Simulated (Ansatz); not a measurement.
## A ladder of methods for BGeH3Cl2 (SMILES Cl[B](Cl)[GeH3])

BGeH3Cl2: 7 atoms, total charge 0, spin state singlet. As SMILES, `Cl[B](Cl)[GeH3]`. Geometry: optimised at B3LYP/def2-SVP.

Quantity: the adiabatic ionisation energy (to the doublet cation, shapes relaxed at B3LYP/def2-SVP, no zero-point term), in eV. The values are calculated.

```csv
level,kind,program,value (eV),less CCSD(T)/def2-SVP
HF/def2-SVP,Hartree–Fock,Ansatz,8.92,-0.40
PBE/def2-SVP,GGA,Ansatz,9.26,-0.06
B3LYP/def2-SVP,global hybrid,Ansatz,9.44,+0.12
wB97M-V/def2-SVP,range-separated hybrid,Ansatz,9.59,+0.27
MP2/def2-SVP,perturbation theory,Ansatz,9.34,+0.02
CCSD(T)/def2-SVP,coupled cluster or CI,Ansatz,9.32,0.00
```

Differences are taken from CCSD(T)/def2-SVP for orientation; it has basis-set and higher-order errors of its own. All-electron rows without a relativistic Hamiltonian named are non-relativistic. The values span 8.92 to 9.59 eV. In the correlated wave-function rows the outer d shell of Ge is correlated, in sets not made for it.

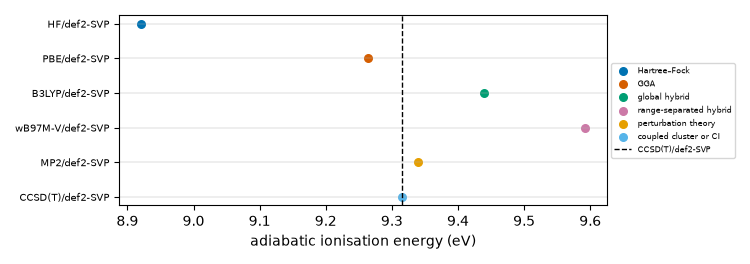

The values of the table, level by level.
